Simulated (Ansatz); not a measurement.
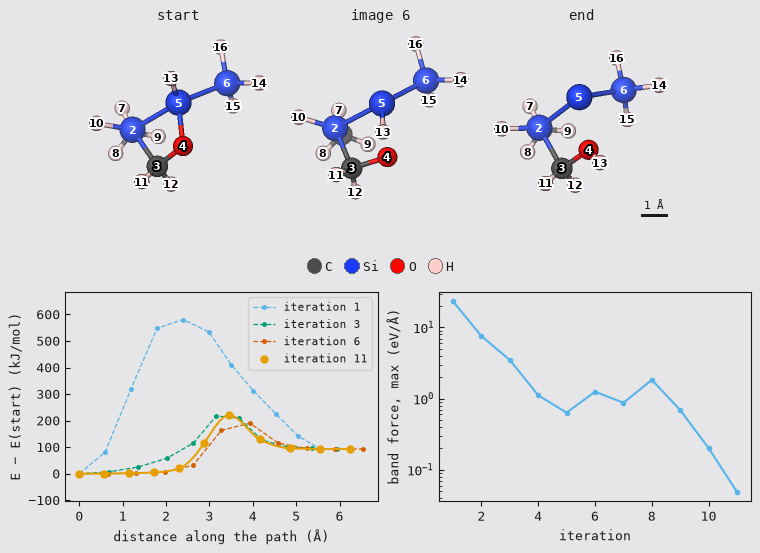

A nudged-elastic-band calculation for C$_{2}$H$_{10}$OSi$_{3}$. Images are numbered from 0 (start) to 10 (end). The plot follows the band through its iterations. The picture is a ball-and-stick view, seen from a free direction.

These are results of RKS r2SCAN-D4/6-31G in Ansatz, not measurements. Settings: 9 movable images; climbing image; force threshold 0.05 eV/Å; iteration limit 19; starting path through a guess of the saddle point.

Q: How did the profile develop, and is the result final?

A: The result is final at these settings. The band converged in 11 iterations. The largest component of the band force went from 23 to 0.049 eV/Å. The climbing image converged on the top of the path. Its vibrational analysis gives one imaginary mode (1216i cm⁻¹), as a transition state must have. The first iteration put the highest image at 580.9 kJ/mol. The energy climbs by 220.4 kJ/mol to image 6 and then falls by 127.4 kJ/mol, so the end point sits at +93.0 kJ/mol.

Limits of the set-up: the basis has no polarisation functions, which atoms past neon need.

Cost: 18 min on 2 threads of Arm Neoverse N1, on a shared host, peak memory 0.19 GiB.
